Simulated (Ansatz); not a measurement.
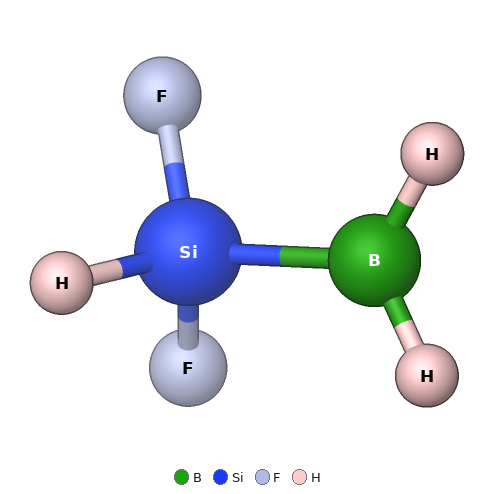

Orthographic view. Distant atoms are faded towards the background colour. Computed geometry: PBE-D4/def2-SVP optimisation. No frequency run is at hand to confirm it as a minimum.

### Give the standard InChI.

InChI=1S/BF2H3Si/c1-4(2)3/h4H,1H2
